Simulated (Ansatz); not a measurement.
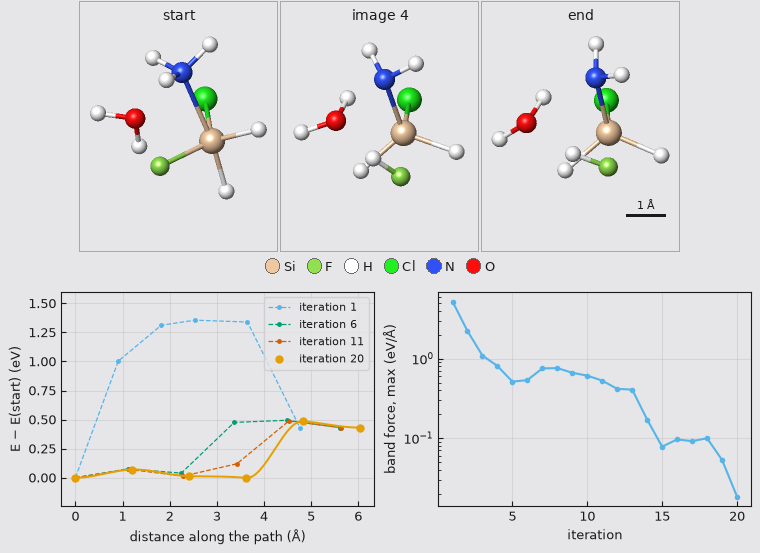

NEB run on SiNH$_{7}$OClF. Images are numbered from 0 (start) to 5 (end). The plot follows the band through its iterations. The picture is a ball-and-stick view, seen from a free direction.

Computed with Ansatz 0.2.0, RKS PBE-D4/def2-SVP. Set-up: 4 movable images; no climbing image; force threshold 0.03 eV/Å; iteration limit 60; starting path through a guess of the saddle point.

Question: Judge this run.

Answer: The run is converged, with reservations. The band converged in 20 iterations. The largest component of the band force went from 5.2 to 0.018 eV/Å. No image climbed, so the highest image needn't lie on the saddle point, and the true maximum along this path can be higher. The first iteration put the highest image at 1.36 eV. Forward barrier 0.49 eV, backward barrier 0.06 eV, with image 4 at the top; the reaction energy is +0.43 eV. The profile has 2 maxima (images 1, 4) with a dip at image 3 (0.00 eV), so the process runs in steps.

Cost: 2.1 min on 2 threads of Intel(R) Xeon(R) Platinum 8488C (Sapphire Rapids), with other jobs on the host, peak memory 0.17 GiB.
